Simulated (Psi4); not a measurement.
**HSE06/6-311+G(d,p) run of CHBClN (SMILES N#CBCl)**

Aim: the vertical ionisation energy of CHBClN at HSE06/6-311+G**, from 2 runs. 

The calculation is run with Psi4 1.11.

1 further run of the same task is left out (set aside as unsound or not needed).

**1. The structure to begin with**

The species is CHBClN (5 atoms), meant as a singlet with charge 0. SMILES: `N#CBCl`. Geometry: relaxed at PBE0-D4/def2-TZVP.

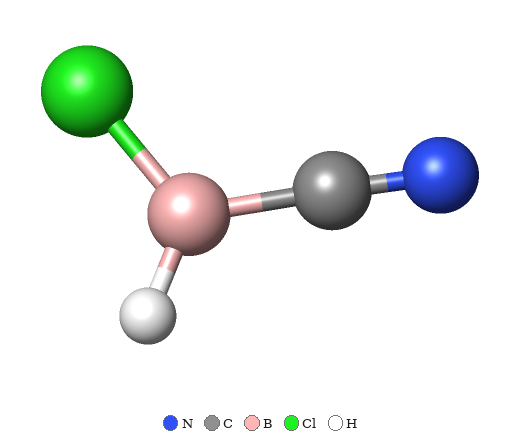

The structure, seen from a chosen angle (nitrogen blue, carbon grey, boron pink, chlorine green, hydrogen white).

**2. A single-point energy at HSE06/6-311+G(d,p)**

run_ase.py reads:

```python
import numpy as np
from ase.calculators.psi4 import Psi4
from ase import Atoms

atoms = Atoms(['N', 'C', 'B', 'Cl', 'H'], positions=[
    [1.053200, -1.411100, 1.218200],
    [0.513400, -0.630900, 0.564200],
    [-0.176600, 0.429700, -0.293300],
    [-1.594500, 0.005200, -1.176200],
    [0.254400, 1.533500, -0.354200],
])
calc = Psi4(atoms=atoms, method='hse06', basis='6-311+G**', memory='1600MB', num_threads=1, charge=0, multiplicity=1, label='psi4-calc', reference='rks')
calc.psi4.set_options({'puream': True, 'e_convergence': 1e-09, 'd_convergence': 1e-08, 'scf_type': 'pk', 'dft_radial_points': 99, 'dft_spherical_points': 590})
atoms.calc = calc

print(f'energy: {atoms.get_potential_energy():.6f} eV')
```

Launch:

```sh
$ python run_ase.py
```

psi4-calc.dat:

```text
[...]
  Running in c1 symmetry.
[...]
  Nuclear repulsion =  106.510896882930652
[...]
  Multiplicity = 1
[...]
  Nalpha       = 18
  Nbeta        = 18
[...]
    Number of basis functions: 102
[...]
   @RKS iter   1:  -578.09526064163720   -4.66590e-01   5.86570e-03 ADIIS/DIIS
[...]
   @RKS iter  12:  -578.29567759251859    8.77662e-11   2.12309e-09 DIIS
[...]
    Orbital Energies [Eh]
    ---------------------
    Doubly Occupied:
       1A   -101.757395     2A    -14.402251     3A    -10.254545
       4A     -9.562813     5A     -7.295024     6A     -7.291109
       7A     -7.287862     8A     -6.874532     9A     -0.947763
      10A     -0.890732    11A     -0.624534    12A     -0.488050
      13A     -0.451049    14A     -0.400534    15A     -0.394602
      16A     -0.367412    17A     -0.362531    18A     -0.342083
[...]
  @RKS Final Energy:  -578.29567759251859
   => Energetics <=
    Nuclear Repulsion Energy =            106.5108968829306519
    One-Electron Energy =               -1005.0319646520988499
    Two-Electron Energy =                 354.5753919744931864
    DFT Exchange-Correlation Energy =     -34.3500017978435821
    Empirical Dispersion Energy =           0.0000000000000000
    VV10 Nonlocal Energy =                  0.0000000000000000
    Total Energy =                       -578.2956775925185866
[...]
 Multipole Moments:
 ------------------------------------------------------------------------------------
     Multipole            Electronic (a.u.)      Nuclear  (a.u.)        Total (a.u.)
 ------------------------------------------------------------------------------------
 L = 1.  Multiply by 2.5417464519 to convert [e a0] to [Debye]
 Dipole X            :         -1.7822941            1.3957032           -0.3865908
 Dipole Y            :         -0.0046111            0.7599187            0.7553076
 Dipole Z            :         -1.2881483            0.7534152           -0.5347331
 Magnitude           :                                                    1.0029365
[...]
```

On the terminal:

```text
energy: -15736.226919 eV
```

It took 21 s on 1 thread of Intel Xeon 6975P-C (Granite Rapids), shared host; peak memory 0.75 GiB.

**3. The doublet cation: energy and forces at UHSE06/6-311+G(d,p)**

chbcln.in reads:

```
memory 1600 MB

molecule geom {
  1 2
  N      1.053200    -1.411100     1.218200
  C      0.513400    -0.630900     0.564200
  B     -0.176600     0.429700    -0.293300
  Cl    -1.594500     0.005200    -1.176200
  H      0.254400     1.533500    -0.354200
  symmetry c1
  no_reorient
  no_com
}

set basis 6-311+G**
set reference uks
set puream true
set e_convergence 1e-09
set d_convergence 1e-08
set scf_type pk
set dft_radial_points 99
set dft_spherical_points 590
set maxiter 200

result, w = gradient('hse06', return_wfn=True)
oeprop(w, 'MULLIKEN_CHARGES', 'WIBERG_LOWDIN_INDICES', 'LOWDIN_CHARGES')
```

Launch:

```sh
$ psi4 -n 1 chbcln.in chbcln.out
```

chbcln.out:

```text
[...]
  Running in c1 symmetry.
[...]
  Nuclear repulsion =  106.510896882930652
[...]
  Multiplicity = 2
[...]
  Nalpha       = 18
  Nbeta        = 17
[...]
    Number of basis functions: 102
[...]
   @UKS iter   1:  -577.55539824502898    7.32721e-02   6.61048e-03 DIIS/ADIIS
[...]
   @UKS iter  22:  -577.84973440509577    3.18323e-12   1.72926e-09 DIIS
[...]
   @S^2 Observed:                7.556265832E-01
[...]
    Orbital Energies [Eh]
    ---------------------
    Alpha Occupied:
       1A   -102.078044     2A    -14.650599     3A    -10.498017
       4A     -9.878955     5A     -7.615885     6A     -7.607683
       7A     -7.602843     8A     -7.142255     9A     -1.193250
      10A     -1.181741    11A     -0.880923    12A     -0.764764
      13A     -0.726132    14A     -0.666211    15A     -0.654998
      16A     -0.620741    17A     -0.602650    18A     -0.595902
    Alpha Virtual:
      19A     -0.371456    20A     -0.256221    21A     -0.173424
      22A     -0.170031    23A     -0.162856    24A     -0.124877
      25A     -0.115031    26A     -0.110227    27A     -0.085781
[...]
  @UKS Final Energy:  -577.84973440509577
   => Energetics <=
    Nuclear Repulsion Energy =            106.5108968829306519
    One-Electron Energy =                -995.2563802938807385
    Two-Electron Energy =                 344.9539383462520163
    DFT Exchange-Correlation Energy =     -34.0581893403977247
    Empirical Dispersion Energy =           0.0000000000000000
    VV10 Nonlocal Energy =                  0.0000000000000000
    Total Energy =                       -577.8497344050957736
[...]
 Multipole Moments:
 ------------------------------------------------------------------------------------
     Multipole            Electronic (a.u.)      Nuclear  (a.u.)        Total (a.u.)
 ------------------------------------------------------------------------------------
 L = 1.  Multiply by 2.5417464519 to convert [e a0] to [Debye]
 Dipole X            :         31.3758766          -32.6588138           -1.2829372
 Dipole Y            :         19.3107694          -18.6944936            0.6162757
 Dipole Z            :         17.5397327          -18.7149027           -1.1751699
 Magnitude           :                                                    1.8457378
[...]
  -Total Gradient:
     Atom            X                  Y                   Z
    ------   -----------------  -----------------  -----------------
       1       -0.006849819779     0.012940099519    -0.009326936238
       2        0.001357237541    -0.023760033528     0.009004444642
       3        0.014736987761     0.037550305580    -0.002010500106
       4       -0.005082973729    -0.011216621997     0.000106983689
       5       -0.004162472495    -0.015512514681     0.002224834429
[...]
  Mulliken Charges: (a.u.)
   Center  Symbol    Alpha    Beta     Spin     Total
       1     N     3.58466  3.43132  0.15334 -0.01597
       2     C     3.00747  2.92010  0.08737  0.07242
       3     B     2.42662  2.44756 -0.02094  0.12582
       4    CL     8.52950  7.91680  0.61270  0.55370
       5     H     0.45175  0.28422  0.16753  0.26403
   Total alpha = 18.00000, Total beta = 17.00000, Total charge =  1.00000
  Lowdin Charges: (a.u.)
   Center  Symbol    Alpha    Beta     Spin     Total
       1     N     3.48816  3.33070  0.15746  0.18114
[...]
```

Run time: 50 s. Hardware: 1 thread of Intel Xeon 6975P-C (Granite Rapids), shared host; peak memory 0.76 GiB.

**4. Outcome**

Level: HSE06/6-311+G**.

| quantity | value |
| --- | --- |
| singlet CHBClN: total energy | -578.29568 Eh |
| singlet CHBClN: dipole moment | 2.55 D |
| singlet CHBClN: HOMO energy | -9.31 eV |
| singlet CHBClN: LUMO energy | -3.61 eV |
| singlet CHBClN: HOMO–LUMO gap | 5.70 eV |
| doublet cation: total energy | -577.84973 Eh |
| doublet cation: HOMO energy (highest over α and β) | -15.79 eV |
| doublet cation: LUMO energy (lowest over α and β) | -14.90 eV |
| doublet cation: ⟨S²⟩ | 0.756 |
| doublet cation: largest force on an atom | 2.077 eV/Å |
| vertical ionisation energy (to the doublet cation) | 12.135 eV |

The vertical ionisation energy comes to 12.13 eV (1171 kJ/mol). −ε(HOMO) before ionisation, 9.31 eV, is 2.83 eV below this ionisation energy. Mulliken charges (doublet cation) run from -0.02 on N1 to +0.55 on Cl4; in a basis this large or diffuse they mean little.
